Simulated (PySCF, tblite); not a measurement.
**C₄H₂F₃N₃: dynamics, then NMR shifts on frames, part 1 of 2**

How do NMR shifts of C₄H₂F₃N₃ (`FC(F)(F)c1ccnnn1`) change as the atoms move?

The runs use tblite 0.8.0 and PySCF 2.14.0, with density-fitted response routines of our own; the level of theory stands in each step. All values are computed, except where a source is named. Atoms count from 0, in the outputs and in this text.

## 1. The starting structure

12 atoms, charge 0, multiplicity 1; geometry from: GFN2-xTB.

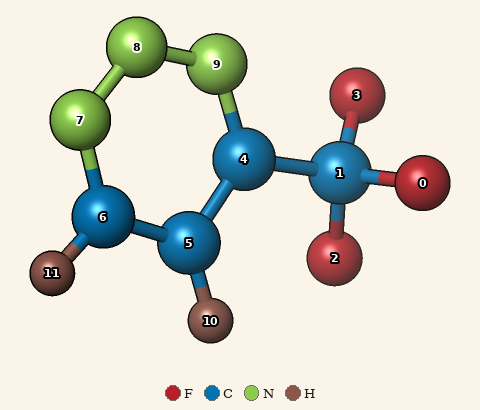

The starting geometry (fluorine red, carbon blue, nitrogen green, hydrogen brown), atoms numbered; sticks join atoms by distance.

## 2. A short Langevin run with GFN2-xTB

What the job is given:

```
{"job": {"kind": "md", "xc": "GFN2-xTB", "basis": "xTB", "temperature": 400, "steps": 2000, "every": 50, "frames": 5}, "charge": 0, "multiplicity": 1}
F     -2.068100    -0.118359    -1.588583
C     -1.799772     0.115103    -0.294560
F     -2.284211    -0.935164     0.389520
F     -2.498776     1.182380     0.074334
C     -0.309926     0.269092    -0.069382
C      0.502510    -0.832905     0.171295
C      1.845497    -0.514571     0.349887
N      2.267601     0.738793     0.273391
N      1.444557     1.697083     0.027906
N      0.184431     1.499056    -0.139339
H      0.119142    -1.839442     0.221812
H      2.598244    -1.261751     0.557691
```

Level: GFN2-xTB Langevin dynamics, gas phase.

Launch:

```console
OMP_NUM_THREADS=1 python probes_run.py task.json out
```

This one command runs all jobs of the session in turn.

Log:

```text
t/fs     T/K      E/eV
    0.0   348.7   -883.75964
   25.0   282.7   -883.51111
   50.0   325.3   -883.40277
   75.0   331.2   -883.36323
  100.0   369.9   -883.41326
  125.0   295.1   -883.36505
  150.0   271.1   -883.27537
  175.0   260.4   -883.31600
  200.0   359.1   -883.31425
  225.0   333.0   -883.20133
  250.0   284.9   -883.17580
  275.0   411.6   -883.23312
  300.0   454.0   -883.27132
  325.0   314.5   -882.92678
  350.0   515.4   -883.17086
  375.0   588.9   -883.37389
  400.0   512.7   -883.16824
  425.0   539.2   -883.39654
  450.0   636.3   -883.27403
  475.0   458.4   -883.09236
  500.0   535.4   -883.31385
  525.0   545.3   -883.26961
  550.0   299.9   -883.10381
  575.0   401.9   -883.23976
  600.0   468.4   -883.08047
  625.0   572.5   -883.12655
  650.0   378.0   -883.02601
  675.0   606.4   -883.22051
  700.0   341.9   -882.90995
  725.0   673.0   -883.30302
  750.0   488.4   -883.13906
  775.0   398.6   -883.19117
  800.0   384.9   -883.08599
  825.0   372.1   -883.10181
  850.0   314.3   -882.93742
  875.0   535.6   -883.16130
  900.0   363.3   -882.98693
  925.0   531.2   -883.30757
  950.0   315.4   -883.14678
  975.0   274.0   -883.29601
 1000.0   307.0   -883.25295
```

Wall time 8.7 s (1 thread of Intel Xeon 6975P-C, shared host); peak memory 0.18 GiB.

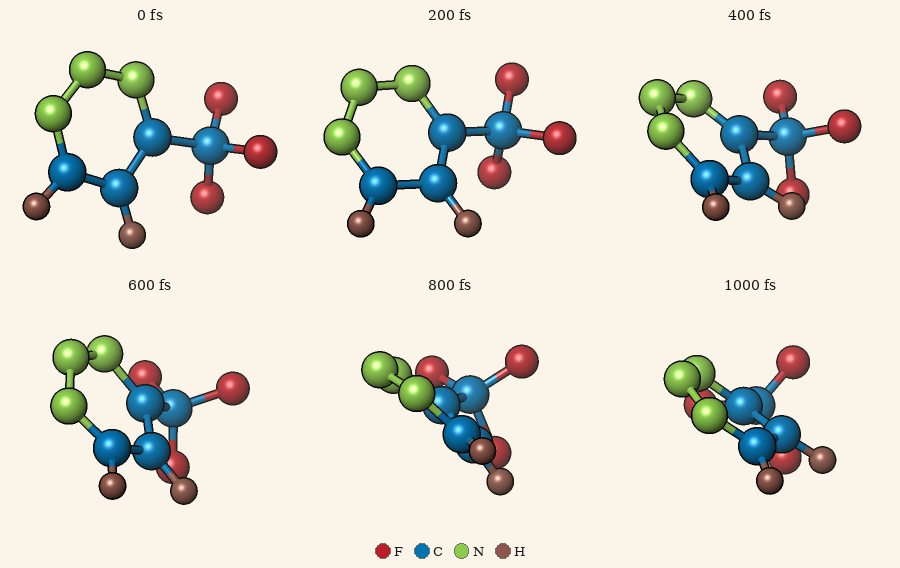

Frames of the run.

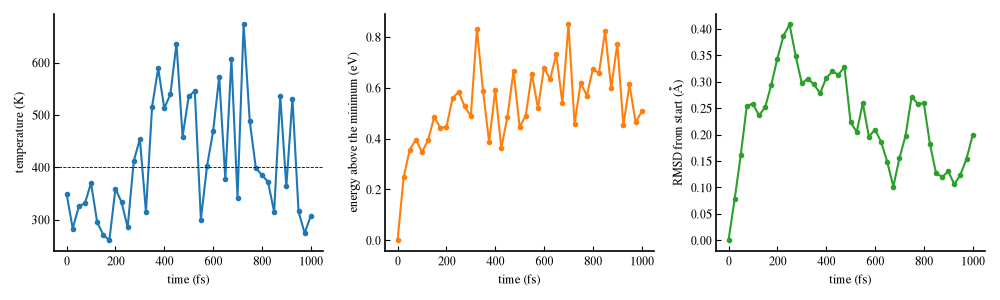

Temperature, potential energy and distance from the start.

Positions (Å) and forces (eV/Å) at 1000 fs:

```xyz
12

F    -2.697    0.744    0.618    0.270    0.885    0.011
C    -1.816   -0.197    0.892    1.334   -0.490   -0.069
F    -2.537   -1.310    0.820   -0.123   -0.915    0.131
F    -1.348   -0.090    2.151   -0.577    0.229   -0.282
C    -0.585   -0.322   -0.039   -0.545    1.450   -0.269
C    -0.593   -1.034   -1.213   -3.338   -1.978    0.497
C     0.611   -1.368   -1.726    1.068   -0.357   -0.814
N     1.685   -0.704   -1.398    0.604    0.530    1.292
N     1.582    0.168   -0.463    0.304    1.386    0.135
N     0.509    0.375    0.227    0.752   -0.419    0.596
H    -1.520   -1.585   -1.480    0.670    0.482   -0.114
H     0.853   -2.179   -2.349   -0.420   -0.803   -1.115
```

## 3. Shielding tensors: 250 fs, PBE0/pcSseg-1

What the job is given:

```
{"job": {"kind": "nmr", "xc": "PBE0", "basis": "pcSseg-1", "pop": false}, "charge": 0, "multiplicity": 1}
F     -2.434000     0.080500    -1.176200
C     -2.076200     0.456600     0.034100
F     -2.700000    -0.426800     0.836000
F     -2.547900     1.633700     0.294900
C     -0.579000     0.279400     0.274400
C      0.018900    -0.753000    -0.361800
C      1.418800    -0.908800    -0.000600
N      1.926600     0.159400     0.581400
N      1.317900     1.276800     0.749700
N      0.059100     1.381500     0.728000
H     -0.511200    -1.340700    -1.026100
H      2.145500    -1.670500    -0.117300
```

Level: GIAO PBE0/pcSseg-1 NMR shielding, non-relativistic, gas phase.

Log:

```text
coarse grid: 12032 points
cycle   1  E = -616.3954637692  dE =  2.253e+00  |g| = 9.085e-01  |ddm| = 3.607e+00
cycle   2  E = -616.2748363536  dE =  1.206e-01  |g| = 1.296e+00  |ddm| = 1.224e+00
cycle   3  E = -616.5311680454  dE = -2.563e-01  |g| = 1.204e-01  |ddm| = 7.360e-01
cycle   4  E = -616.5325065193  dE = -1.338e-03  |g| = 8.713e-02  |ddm| = 1.689e-01
cycle   5  E = -616.5343153320  dE = -1.809e-03  |g| = 1.724e-02  |ddm| = 9.042e-02
cycle   6  E = -616.5343644379  dE = -4.911e-05  |g| = 6.858e-03  |ddm| = 1.515e-02
cycle   7  E = -616.5343737934  dE = -9.356e-06  |g| = 1.070e-03  |ddm| = 5.340e-03
final grid: 123368 points
cycle   8  E = -616.6081495437  dE = -4.699e-05  |g| = 5.501e-03  |ddm| = 3.633e-02
cycle   9  E = -616.6081488178  dE =  7.259e-07  |g| = 6.262e-03  |ddm| = 1.103e-02
cycle  10  E = -616.6081561669  dE = -7.349e-06  |g| = 1.242e-03  |ddm| = 5.378e-03
cycle  11  E = -616.6081564483  dE = -2.814e-07  |g| = 4.161e-04  |ddm| = 1.174e-03
cycle  12  E = -616.6081564854  dE = -3.707e-08  |g| = 1.551e-04  |ddm| = 4.618e-04
cycle  13  E = -616.6081564901  dE = -4.711e-09  |g| = 3.679e-05  |ddm| = 1.430e-04
cycle  14  E = -616.6081564904  dE = -2.813e-10  |g| = 1.068e-05  |ddm| = 3.930e-05
converged SCF energy = -616.6081564904

GIAO shielding tensors (ppm)
atom      isotropic    diamagn.    paramagn.     s11        s22        s33       span
  0 F      261.588     473.809    -212.220    196.009    250.508    338.248    142.239
  1 C       59.602     241.135    -181.533     49.165     57.840     71.801     22.635
  2 F      237.372     472.388    -235.016    148.240    234.053    329.823    181.583
  3 F      282.865     467.585    -184.720    219.896    300.210    328.489    108.593
  4 C       31.317     257.089    -225.772    -94.468     35.276    153.143    247.611
  5 C       68.922     255.951    -187.029    -43.169     54.842    195.094    238.263
  6 C       37.311     249.798    -212.487    -96.760     42.501    166.193    262.953
  7 N     -175.401     323.857    -499.258   -590.607   -203.811    268.214    858.821
  8 N     -258.426     311.811    -570.238   -760.663   -218.844    204.229    964.892
  9 N     -134.547     323.544    -458.091   -467.813   -202.359    266.531    734.344
 10 H       24.859      33.055      -8.195     19.686     23.453     31.439     11.752
 11 H       22.219      29.533      -7.314     17.249     21.268     28.139     10.890
```

Wall time 17 s (1 thread of Intel Xeon 6975P-C, shared host); peak memory 0.79 GiB.

The references, computed at this level on geometries of the same kind, shield at (ppm): ¹H TMS 31.72, ¹³C TMS 186.9, ¹⁹F CFCl3 170.9, ¹⁵N NH3 267.7. Their shielding less the atom's gives the shift. The references are single molecules in the gas phase, so shifts against H2O, NH3, PH3, H3PO4 or CFCl3 are not on the usual liquid scales and can be off by tens of ppm. Each atom is listed at this fixed geometry, with no averaging over motion; a spectrum would average atoms that exchange fast.

| atoms | environment | σ (ppm) | δ (ppm) |
| --- | --- | --- | --- |
| C4 | substituted aromatic carbon next to a ring nitrogen | 31.3 | 155.6 |
| C6 | aromatic CH next to a ring nitrogen | 37.3 | 149.6 |
| C1 | CF3 carbon | 59.6 | 127.3 |
| C5 | aromatic CH | 68.9 | 118.0 |
| H11 | hydrogen on an aromatic CH next to a ring nitrogen | 22.22 | 9.50 |
| H10 | hydrogen on an aromatic CH | 24.86 | 6.86 |
| F2 | fluorine of a CF3 group | 237.4 | -66.4 |
| F0 | fluorine of a CF3 group | 261.6 | -90.6 |
| F3 | fluorine of a CF3 group | 282.9 | -111.9 |
| N8 | pyridine-type ring nitrogen | -258.4 | 526.2 |
| N7 | pyridine-type ring nitrogen | -175.4 | 443.1 |
| N9 | pyridine-type ring nitrogen | -134.5 | 402.3 |

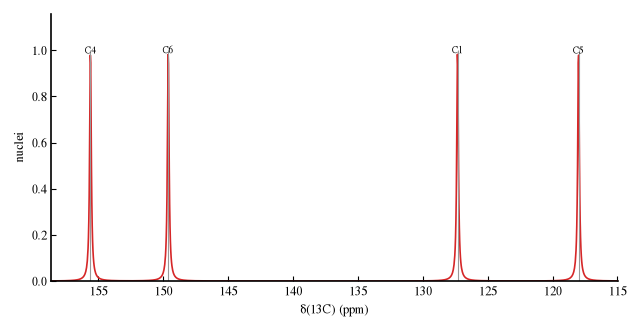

¹³C lines at the computed shifts, without couplings. Lines are broadened to a width of 0.15 ppm (Lorentzian).

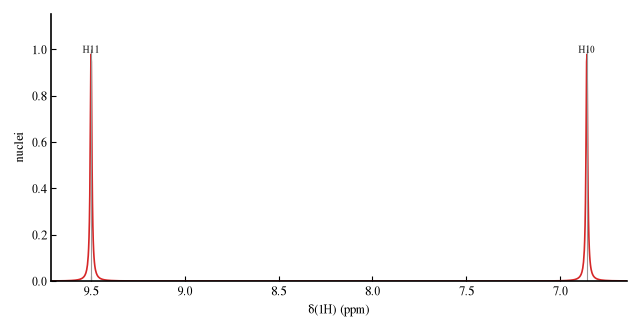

¹H lines at the computed shifts, without couplings. Lines are broadened to a width of 0.01 ppm (Lorentzian).

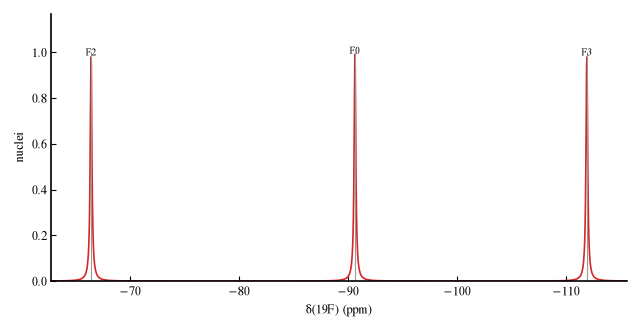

¹⁹F lines at the computed shifts, without couplings. Lines are broadened to a width of 0.18 ppm (Lorentzian).

Ring of atoms C4, C5, C6, N7, N8, N9: NICS(0) -5.3, NICS(1) -11.6, NICS(1)zz -27.9 ppm (means of both faces; NICS(1) differs between them: -13.1 and -10.1).

The two faces differ (NICS(1)zz -31.2 and -24.7 ppm).

## 4. NMR shieldings: 425 fs, PBE0/pcSseg-1

What the job is given:

```
{"job": {"kind": "nmr", "xc": "PBE0", "basis": "pcSseg-1", "pop": false}, "charge": 0, "multiplicity": 1}
F     -2.685600     0.297200    -0.689000
C     -2.155000     0.073300     0.515700
F     -2.587700    -1.132100     0.939400
F     -2.594100     1.055100     1.282700
C     -0.656700     0.047400     0.428200
C     -0.224300    -0.893900    -0.516500
C      1.142200    -0.813600    -0.812700
N      1.907000     0.103900    -0.173700
N      1.399600     0.843700     0.688400
N      0.156600     0.858400     1.013000
H     -0.977700    -1.484000    -0.929400
H      1.735800    -1.449200    -1.521800
```

Method: GIAO PBE0/pcSseg-1 NMR shielding, non-relativistic, gas phase.

Log:

```text
coarse grid: 12032 points
cycle   1  E = -616.4014728000  dE =  2.237e+00  |g| = 9.193e-01  |ddm| = 3.636e+00
cycle   2  E = -616.2665647201  dE =  1.349e-01  |g| = 1.342e+00  |ddm| = 1.262e+00
cycle   3  E = -616.5435089603  dE = -2.769e-01  |g| = 1.095e-01  |ddm| = 7.481e-01
cycle   4  E = -616.5445283722  dE = -1.019e-03  |g| = 7.650e-02  |ddm| = 1.334e-01
cycle   5  E = -616.5459565930  dE = -1.428e-03  |g| = 1.700e-02  |ddm| = 8.231e-02
cycle   6  E = -616.5460144179  dE = -5.782e-05  |g| = 5.657e-03  |ddm| = 1.676e-02
cycle   7  E = -616.5460205496  dE = -6.132e-06  |g| = 1.333e-03  |ddm| = 4.789e-03
final grid: 123368 points
cycle   8  E = -616.6194999347  dE = -4.638e-05  |g| = 5.954e-03  |ddm| = 4.026e-02
cycle   9  E = -616.6194980927  dE =  1.842e-06  |g| = 7.237e-03  |ddm| = 1.170e-02
cycle  10  E = -616.6195074775  dE = -9.385e-06  |g| = 1.093e-03  |ddm| = 5.568e-03
cycle  11  E = -616.6195076816  dE = -2.041e-07  |g| = 3.893e-04  |ddm| = 1.186e-03
cycle  12  E = -616.6195077099  dE = -2.823e-08  |g| = 1.692e-04  |ddm| = 4.589e-04
cycle  13  E = -616.6195077155  dE = -5.641e-09  |g| = 3.374e-05  |ddm| = 1.514e-04
cycle  14  E = -616.6195077157  dE = -2.503e-10  |g| = 1.064e-05  |ddm| = 3.881e-05
converged SCF energy = -616.6195077157

GIAO shielding tensors (ppm)
atom      isotropic    diamagn.    paramagn.     s11        s22        s33       span
  0 F      233.675     473.885    -240.210    165.355    214.366    321.305    155.950
  1 C       55.867     244.022    -188.155     42.366     58.051     67.183     24.817
  2 F      243.720     473.008    -229.287    169.236    228.880    333.046    163.810
  3 F      279.103     468.403    -189.300    203.206    299.585    334.519    131.313
  4 C       32.799     258.010    -225.211   -103.053     47.333    154.115    257.168
  5 C       59.604     258.625    -199.021    -65.709     54.094    190.425    256.134
  6 C       29.426     249.084    -219.658   -105.323     39.284    154.317    259.640
  7 N     -178.230     324.141    -502.370   -592.553   -208.530    266.394    858.947
  8 N     -268.932     311.778    -580.709   -829.807   -197.824    220.835   1050.642
  9 N     -134.078     324.264    -458.342   -518.185   -153.628    269.578    787.762
 10 H       24.141      33.078      -8.937     19.218     21.316     31.889     12.672
 11 H       21.547      27.772      -6.225     18.403     18.751     27.488      9.085
```

Wall time 17 s (1 thread of Intel Xeon 6975P-C, shared host); peak memory 0.78 GiB.

In short: δ C6 157.5, C4 154.1, C1 131.1, C5 127.3, H11 10.17, H10 7.58 ppm.

(Continued in part 2 of 2.)
